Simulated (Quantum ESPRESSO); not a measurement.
Density of states of Tc (P6_3/mmc, 2 atoms in the cell).

```xyz
2
Lattice="2.7366 0.0000 0.0000 -1.3683 2.3699 0.0000 0.0000 0.0000 4.3949" Properties=species:S:1:pos:R:3 pbc="T T T"
Tc     0.0000     1.5800     1.0987
Tc     1.3683     0.7900     3.2962
```

Computed with PBE, PseudoDojo standard norm-conserving (PBE) pseudopotentials (plane waves; Quantum ESPRESSO).

SCF settings: ecutwfc = 85 Ry; occupations = smearing; smearing = marzari-vanderbilt; degauss = 0.0147 Ry; potentials = {Tc: Tc.upf}; K_POINTS = automatic 11 11 6 0 0 0; conv_thr = 1e-10 Ry; mixing_beta = 0.5. Keys of the DOS step: nscf.calculation = nscf; nscf.verbosity = high; nscf.occupations = tetrahedra_opt; nscf.nbnd = 22; nscf.startingwfc = random; nscf.diago_thr_init = 1e-06; nscf.K_POINTS = automatic 22 22 12 0 0 0; dos.x.fildos = dos.dat; dos.x.Emin = -15 eV; dos.x.Emax = 30 eV; dos.x.DeltaE = 0.1 eV.

The starting cell comes from a database of computed structures (which also holds hypothetical and non-ambient phases and stackings), without a prior relaxation at this level. Spin polarisation is off.

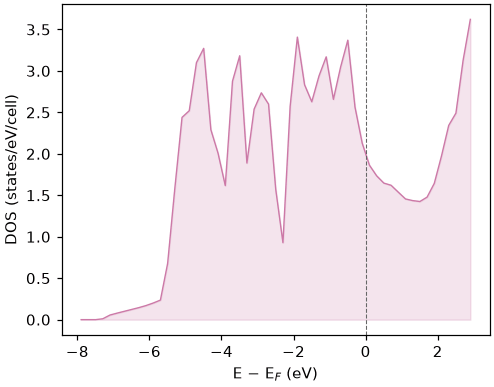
Total density of states, both spins summed.

Total DOS (both spins), as means of the tabulated values in each energy bin; the zero is the program's Fermi level or highest filled level, and the curve is cut to this window:

```
E (eV) | states/eV/cell
    -7.75 |  0.00
    -7.25 |  0.02
    -6.75 | # 0.09
    -6.25 | # 0.15
    -5.75 | ## 0.22
    -5.25 | ############### 1.57
    -4.75 | ########################### 2.81
    -4.25 | ######################## 2.52
    -3.75 | ###################### 2.25
    -3.25 | ######################## 2.54
    -2.75 | ########################## 2.67
    -2.25 | ################ 1.69
    -1.75 | ############################## 3.12
    -1.25 | ############################ 2.91
    -0.75 | ########################### 2.85
    -0.25 | ########################## 2.69
     0.25 | ################# 1.80
     0.75 | ############### 1.60
     1.25 | ############## 1.45
     1.75 | ############### 1.52
     2.25 | ##################### 2.16
     2.75 | ############################## 3.08
```

Around zero the curve holds about 2.0 states/eV/cell.
